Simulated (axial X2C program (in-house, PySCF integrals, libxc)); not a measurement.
# RuB: relativistic diatomic calculation

RuB, single determinant with Ω = 3/2 (not the lowest found). Computed at this level: PBE0, two-component X2C with atomic mean-field Coulomb and Gaunt terms, Ru dyall-cv3z, B dyall-v3z (cores contracted) (axial X2C program (in-house, PySCF integrals, libxc)).

Input file:
```
{"zs": [44, 5], "q": 0, "bas": ["dyall-cv3z", "dyall-v3z"], "levels": ["PBE0", "HF", "PBEsol", "B97-3", "PBE"], "cc": true, "r0": 2.1, "thr": -2.0, "nmax": 140}
```

The line is the task of a batch: nuclear charges, charge, bases, the levels to run, a first guess of the distance and further settings. This report covers PBE0 with spin-orbit coupling. The log is that of the reference distance 1.694 Å, started from orbitals converged before.

Hardware: 2 threads of Arm Neoverse V2, 24 GiB of memory available, shared host.

Launched within a batch (the task file carries these settings):
```bash
python <driver script> task.json out
```

Log:
```
two-component X2C + atomic mean field  PBE0
basis functions 192  fitting functions 936  grid points 5075
iter        total energy     max residual
   1      -4552.992981057     2.53e-06
   2      -4552.992981058     1.22e-06
converged
one-electron -6409.24015412  Coulomb 1928.14969587  exact exchange -34.03445417  xc functional -104.35317003  nuclear repulsion 68.72431311  atomic mean-field constant -2.23921172
```

The points of the curve:

| R (Å) | E (hartree) | dipole (D; origin at the first atom, positive when the second is positive) | highest filled (eV) | lowest empty (eV) |
| --- | --- | --- | --- | --- |
| 1.474 | −4552.931207 | −1.55 | −5.02 | −3.88 |
| 1.542 | −4552.962224 | −1.72 | −5.09 | −3.73 |
| 1.592 | −4552.977501 | −1.84 | −5.14 | −3.61 |
| 1.643 | −4552.987379 | −1.96 | −5.18 | −3.50 |
| 1.694 | −4552.992981 | −2.06 | −5.22 | −3.40 |
| 1.753 | −4552.995279 | −2.16 | −5.27 | −3.28 |
| 1.813 | −4552.994085 | −2.25 | −5.30 | −3.16 |
| 1.889 | −4552.988859 | −2.35 | −5.33 | −3.03 |
| 1.982 | −4552.978795 | −2.42 | −5.35 | −2.89 |

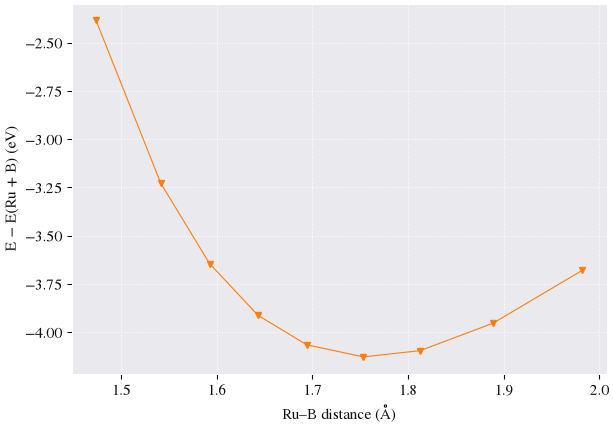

Energy at 9 bond lengths, for one set of occupations held fixed; the line joins the points. A polynomial of degree 6 through 8 points gives rₑ = 1.760 Å, ωₑ = 843.8 cm⁻¹, ωₑxₑ = 4.6 cm⁻¹ and Bₑ = 0.5478 cm⁻¹. The minimum lies 4.13 eV below Ru + B, each computed as one determinant at the same level.

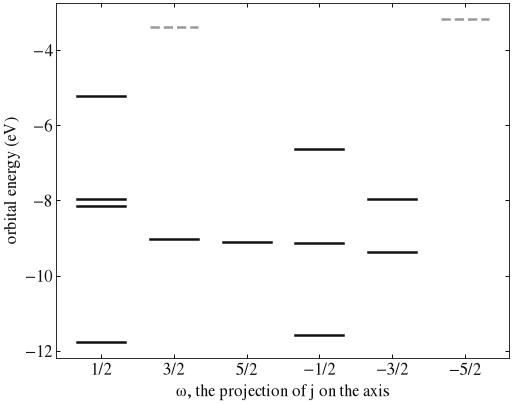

Orbital energies near the frontier at 1.69 Å, filled (solid) and empty (dashed). The highest filled spinor (1/2; 39 % B p, 34 % Ru s) lies at −5.22 eV, the lowest empty one (3/2; 98 % Ru d) at −3.40 eV.

Summary:

```tsv
quantity	value
outcome	converged
bond length rₑ	1.760 Å
ωₑ	843.8 cm⁻¹
energy at the minimum	−4552.99530 hartree
depth below the fragments	4.13 eV
wall time	4.8 s (CPU time 9.5 s)
```
